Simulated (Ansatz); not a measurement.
CH$_{11}$GeNSi$_{2}$ (SMILES C[N]([GeH3])[SiH2][SiH3])

The calculation's input:

```
crystal:
  periodic: [false, false, false]
  atoms:
    - {symbol: C, position_ang: [0.558752, -0.067852, -2.168433]}
    - {symbol: N, position_ang: [0.238915, -0.178122, -0.750767]}
    - {symbol: Ge, position_ang: [1.182576, -1.453115, 0.180217]}
    - {symbol: Si, position_ang: [-0.673480, 1.100013, -0.041091]}
    - {symbol: Si, position_ang: [-1.305343, 0.651721, 2.169513]}
    - {symbol: H, position_ang: [0.640235, -1.057702, -2.630650]}
    - {symbol: H, position_ang: [1.499046, 0.467478, -2.354042]}
    - {symbol: H, position_ang: [-0.235530, 0.467259, -2.699176]}
    - {symbol: H, position_ang: [0.583988, -1.548746, 1.590185]}
    - {symbol: H, position_ang: [2.679718, -1.086567, 0.262517]}
    - {symbol: H, position_ang: [1.037078, -2.781619, -0.584729]}
    - {symbol: H, position_ang: [0.056017, 2.408212, -0.046131]}
    - {symbol: H, position_ang: [-1.898699, 1.322457, -0.866063]}
    - {symbol: H, position_ang: [-0.140058, 0.649133, 3.094924]}
    - {symbol: H, position_ang: [-2.233374, 1.736387, 2.595453]}
    - {symbol: H, position_ang: [-2.012740, -0.651538, 2.292675]}
basis:
  gaussian: {orbitals: def2-TZVPP}
hamiltonian: {xc: pbe0, dispersion: d4}
output: {orbitals: {seedname: orbitals}}
```

Launched as:

```sh
ansatz run in.yaml --threads 4 --pin off --events-out ev --progress --plain --max-ram 11315MiB
```

Geometry: PBE0-D4/def2-TZVP.

Theory: RKS PBE0-D4/def2-TZVPP in Ansatz 0.2.0.

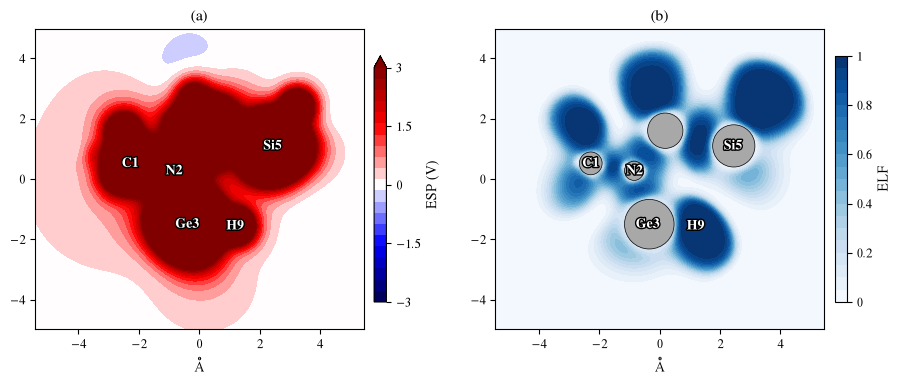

Figure 1. (a) molecular electrostatic potential; (b) ELF on the plane of atoms C1, N2 and Ge3. Grey discs cover the atomic cores in the ELF map.

> Describe what can be read from this map.

The section cuts through C, N, Ge, Si and H sites. C–N (1.46 Å): the ELF peaks at about 0.90 between the atoms, as expected for a shared electron pair. Ge–N (1.84 Å): the ELF peaks at about 0.85 in the valence shell of N, 0.7 Å from its nucleus, and is about 0.50 at the midpoint. Ge–H (1.53 Å): the ELF climbs to about 1 towards the hydrogen. The potential has no marked negative region in this plane.

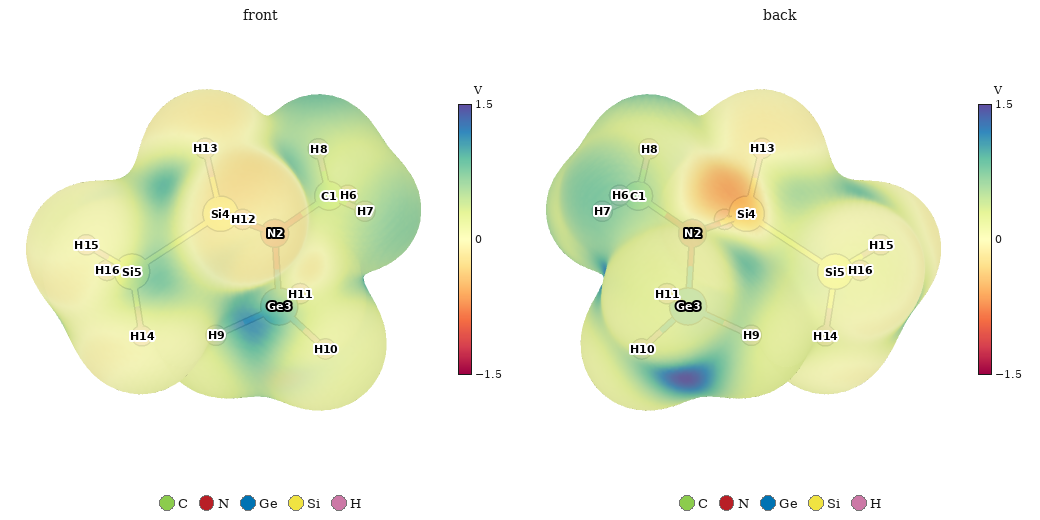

Figure 2. The molecular electrostatic potential painted on the density surface at 0.002 e/bohr³, seen from the front and from behind; the colour scale runs from red (negative) to blue (positive).

> Which sites attract a positive test charge, and which a negative one?

A positive charge is drawn to the negative regions and a negative charge to the positive ones. The most negative region (about −0.6 V) lies over N2, the most positive (about +1.2 V) over Ge3.

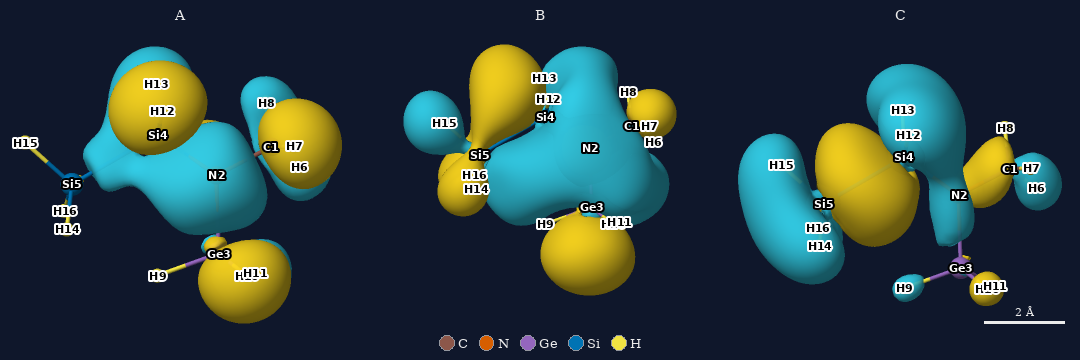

Figure 3. Three frontier orbitals at ±0.05 Å⁻³ᐟ² (yellow and cyan are the two phases), in no order.

> Order the three orbitals by energy and name them.

C is the HOMO−1 (−8.12 eV). Its weight (Hirshfeld) is mainly on Si5 (about 35 %), Si4 (about 35 %) and H13 (about 5 %). A is the HOMO (−6.87 eV). By Hirshfeld shares it lies mainly on N2 (about 50 %), Si4 (about 10 %), Ge3 (about 10 %), C1 (about 10 %) and H12 (about 5 %). B is the LUMO (−0.25 eV). Its weight (Hirshfeld) is mainly on Si4 (about 25 %), Ge3 (about 20 %), Si5 (about 15 %) and N2 (about 5 %).

> What is the HOMO–LUMO gap?

6.62 eV between the orbital energies.
